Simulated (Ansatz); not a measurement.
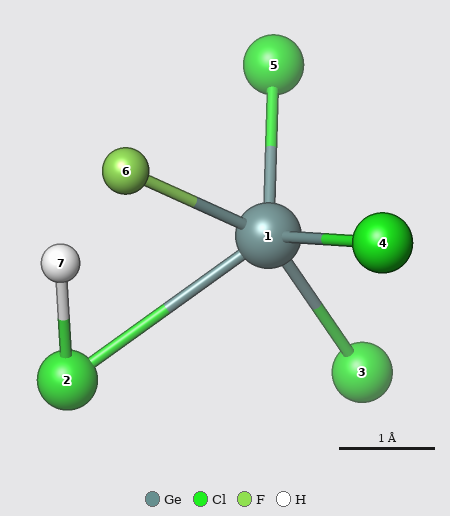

**Figure 1.** The input geometry (ball-and-stick view, seen at a tilt; atoms are numbered from 1 in the order of the input). Sticks mark near contacts.

# Run report: GeHCl4F, frequency calculation

- system: GeHCl4F
- method: RKS B3LYP/def2-SVP (Ansatz 0.2.0)

It belongs to a series of runs on one base structure; here: vibrations at the highest image of the band. Figures and captions count atoms from 1; the log counts them from 0 in places.

### The input
```yaml
crystal:
  periodic: [false, false, false]
  atoms:
    - { symbol: Ge, position_ang: [-0.284603, 1.1e-05, -0.113979] }
    - { symbol: Cl, position_ang: [0.047243, -5.7e-05, 2.473635] }
    - { symbol: Cl, position_ang: [1.883398, 7.4e-05, -0.282217] }
    - { symbol: Cl, position_ang: [-0.825222, 1.840844, -1.07976] }
    - { symbol: Cl, position_ang: [-0.825156, -1.840864, -1.07971] }
    - { symbol: F, position_ang: [-1.951184, 1.7e-05, 0.872735] }
    - { symbol: H, position_ang: [-1.326276, -2.5e-05, 1.943195] }
basis:
  gaussian: { orbitals: def2-SVP }
hamiltonian:
  xc: b3lyp
phonons: {}
```

Machine: 4 threads of Arm Neoverse V1, 24 GiB of memory available, shared host.

Launched with:
```bash
ansatz run input.yaml --threads 4 --pin off --max-ram 5120MiB --backend cpu --events-out ev --progress --plain --runs-dir out
```

### Output
```
Engine: ansatz 0.2.0, aarch64-unknown-linux-gnu
Functional definition: B3LYP
  parameter a0 = 0.2
  parameter ax = 0.72
  parameter ac = 0.81
  exchange = (1 - a0 - ax)*slater_x + ax*b88_x + a0*exact_x
  correlation = (1 - ac)*vwn_rpa_c + ac*lyp_c
1215 factors; integrals over basis functions are off by at most 3.1e-4 eV
mean field evaluation 1: about -109320.2313 eV, gradient 3.9e1 eV
mean field evaluation 2: about -109314.9761 eV, gradient 7.0e1 eV
mean field evaluation 4: about -109322.9847 eV, gradient 2.7e0 eV
mean field evaluation 8: about -109323.0164 eV, gradient 2.2e-2 eV
mean field -109323.01637153 eV, -4017.5467498517 hartree, gradient 2.9e-5 eV, S^2 0.000000; 0 other end points of the search recorded, 0 dependent functions left out
the calculation of the forces begins
reference -109323.01661735 eV, -4017.5467588856 hartree; 55, 55 occupied and 68, 68 virtual orbitals, 1215 factors
these checks for a lower state are left out or cut short: stability, starts, cluster_reference, orbital_swaps, neighbouring_geometries, increment
1215 factors; integrals over basis functions are off by at most 3.1e-4 eV
mean field evaluation 16: about -109322.9983 eV, gradient 2.1e-1 eV
mean field -109323.01633231 eV, -4017.5467484106 hartree, gradient 1.8e-6 eV, S^2 0.000000; 0 other end points of the search recorded, 0 dependent functions left out
[... from here on the field's lines of each further geometry are left out, up to the last ...]
the calculation of the forces begins
reference -109323.01661508 eV, -4017.5467588020 hartree; 55, 55 occupied and 68, 68 virtual orbitals, 1215 factors
these checks for a lower state are left out or cut short: stability, starts, cluster_reference, orbital_swaps, neighbouring_geometries, increment
1215 factors; integrals over basis functions are off by at most 3.1e-4 eV
mean field -109323.01635747 eV, -4017.5467493350 hartree, gradient 1.2e-6 eV, S^2 0.000000; 0 other end points of the search recorded, 0 dependent functions left out
the calculation of the forces begins
reference -109323.01660327 eV, -4017.5467583680 hartree; 55, 55 occupied and 68, 68 virtual orbitals, 1215 factors
WARN: phonons: modes at or below zero, which the zero-point energy, F, S and C_V leave out: 2, the lowest at -550.28 cm⁻¹. A minimum has none, and a first-order saddle one
Total energy: -109323.01661735 eV, -4017.5467588856 hartree
Atom 0 at    -0.284603     0.000011    -0.113979 Å, force     0.013895     0.000022     0.010974 eV/Å
Atom 1 at     0.047243    -0.000057     2.473635 Å, force     0.003159    -0.000006    -0.001980 eV/Å
Atom 2 at     1.883398     0.000074    -0.282217 Å, force     0.010934    -0.000009    -0.001683 eV/Å
Atom 3 at    -0.825222     1.840844    -1.079760 Å, force    -0.002940     0.008282    -0.003908 eV/Å
Atom 4 at    -0.825156    -1.840864    -1.079710 Å, force    -0.002934    -0.008282    -0.003898 eV/Å
Atom 5 at    -1.951184     0.000017     0.872735 Å, force    -0.031790    -0.000008    -0.001837 eV/Å
Atom 6 at    -1.326276    -0.000025     1.943195 Å, force     0.009676     0.000001     0.002333 eV/Å
Dipole moment:    -0.075078    -0.000007     0.110010 e Å
Vibrations: -550.28 -15.47 102.50 162.78 169.45 184.09 211.26 271.87 382.03 405.42 455.77 501.00 776.34 790.78 1483.30 cm⁻¹, zero-point energy 0.365542 eV
```

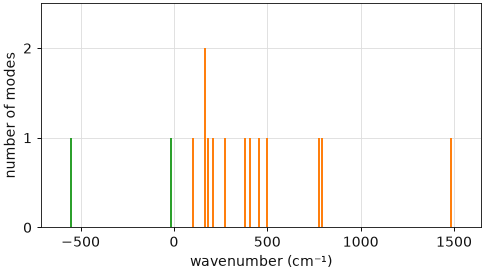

**Figure 2.** Harmonic vibrational wavenumbers from the force constants; neighbouring modes closer than 9 cm⁻¹ are counted in one stick, and imaginary ones are drawn at negative wavenumbers. 15 modes from 550i to 1483 cm⁻¹, 2 imaginary beyond 8i (550i, 15i cm⁻¹): not a minimum.

### Key numbers

| quantity | value |
| --- | --- |
| outcome | converged |
| total energy | −109323.0166 eV |
| mean-field energy | −109323.0166 eV |
| largest force (length of the vector) | 0.032 eV/Å |
| wall time | 70 s (CPU time 4.3 min) |
| peak memory | 0.37 GiB |
